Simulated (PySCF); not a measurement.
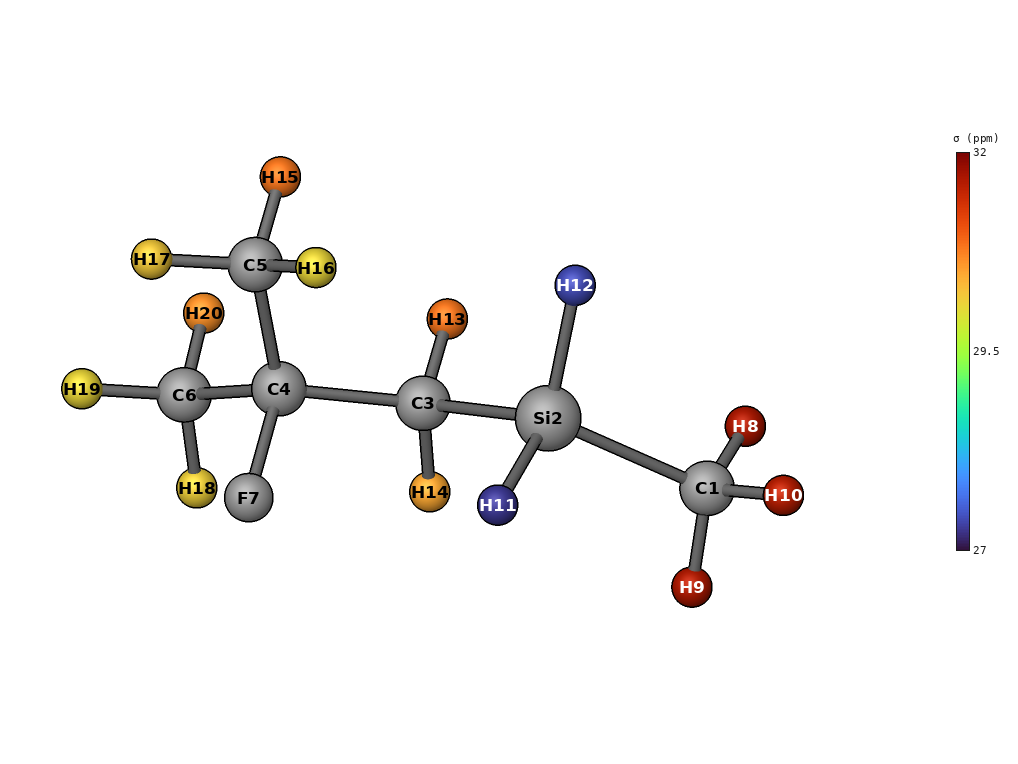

Atoms are coloured by their isotropic NMR shieldings (H only, the others grey). Computed geometry: GFN2-xTB optimisation. No frequency run is at hand to confirm it as a minimum. Properties computed with GIAO PBE0/pcSseg-1 NMR shielding, non-relativistic, gas phase (PySCF 2.14.0).

Which H atom is the most shielded (lowest chemical shift)?

Answer. H8 (31.65 ppm).

Which H atom is the least shielded (highest chemical shift)?

Answer. H11 (27.28 ppm).

How wide is the range of H shifts?

Answer. 4.37 ppm.

List the isotropic NMR shieldings of the H atoms.

```
atom  σ (ppm)
  H8    31.65
  H9    31.63
 H10    31.57
 H11    27.28
 H12    27.40
 H13    30.80
 H14    30.46
 H15    30.79
 H16    30.07
 H17    30.19
 H18    30.14
 H19    30.07
 H20    30.63
```

The geometry is semi-empirical. Around Si such bond lengths and angles can be off by a tenth of an ångström or more and by several degrees, and values that hang on the shape move with them.
